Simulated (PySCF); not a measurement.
# CH3Cl3GeO (Ge(OMe)Cl3): what the fields show

```xyz
9

Ge   -0.3610    0.6307   -1.0686
O    -0.3249    0.4790    0.6684
C     0.3522   -0.5985    1.2802
H    -0.0954   -1.5699    1.0066
H     0.2646   -0.4652    2.3677
H     1.4228   -0.6125    1.0136
Cl    1.6274    0.7148   -1.8384
Cl   -1.4308    2.4047   -1.4977
Cl   -1.3221   -1.0525   -1.9574
```

Geometry: PBE0-D3(BJ)/def2-SVP.

Theory: B3LYP/def2-SVPD, SCF density, gas phase in PySCF 2.14.0.

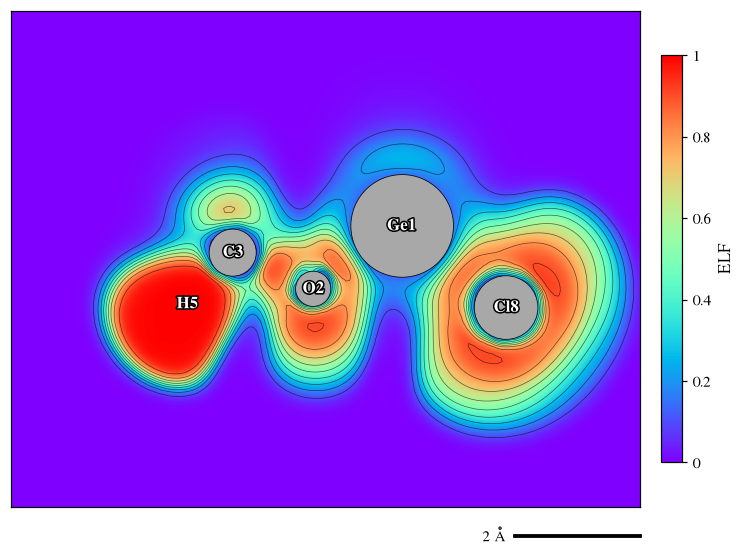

Figure 1. Electron localisation function on the plane of atoms Ge1, O2 and C3. Grey discs cover the atomic cores.

**Interpret the plot.**

- Atoms in the plane: Ge, O, C, H and Cl.
- C–O (1.41 Å): the ELF peaks at about 0.90 between the atoms, as expected for a polar covalent bond.
- Ge–O (1.74 Å): the ELF peaks at about 0.85 in the valence shell of O, 0.6 Å from its nucleus, and is about 0.35 at the midpoint.
- Ge–Cl (2.12 Å): the ELF peaks at about 0.85 in the valence shell of Cl, 0.8 Å from its nucleus, and is about 0.70 at the midpoint.
- C–H (1.10 Å): the ELF climbs to about 1 towards the hydrogen, as it does in any bond to H: a covalent bond by its length.
- The ELF also peaks beside Cl8 and O2, away from the bonds: lone-pair regions.

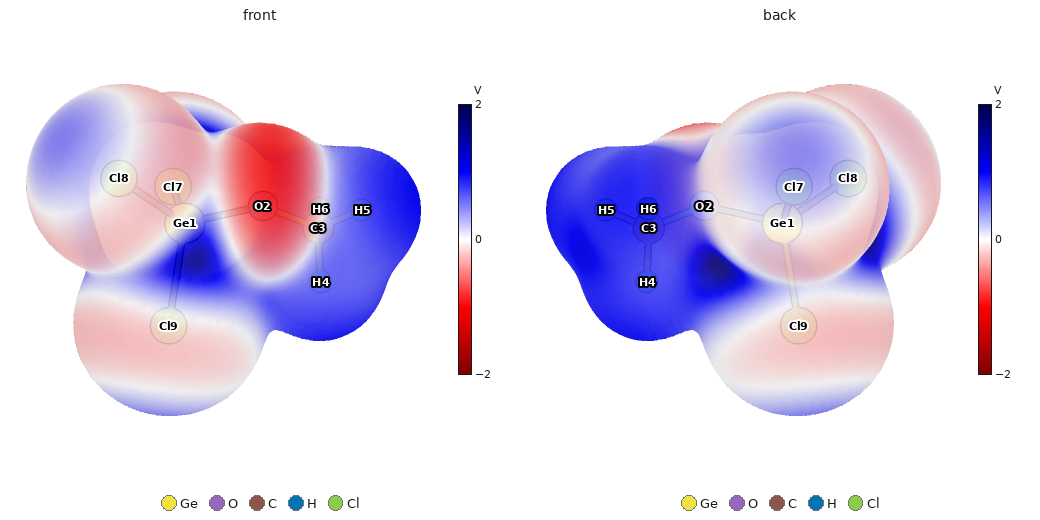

Figure 2. The electrostatic potential painted on the density surface at 0.002 e/bohr³, seen from the front and from behind; red is negative and blue positive.

**Which sites attract a positive test charge, and which a negative one?**

A positive charge is drawn to the negative regions and a negative charge to the positive ones. The most negative region (about −0.9 V) lies over O2, the most positive (about +1.6 V) over Ge1. Cl7 shows a σ-hole: about +0.5 V at the tip opposite its bond, against about −0.1 V on its flanks. Cl8 shows a σ-hole: about +0.5 V at the tip opposite its bond, against about −0.2 V on its flanks. Cl9 shows a σ-hole: about +0.5 V at the tip opposite its bond, against about −0.1 V on its flanks.
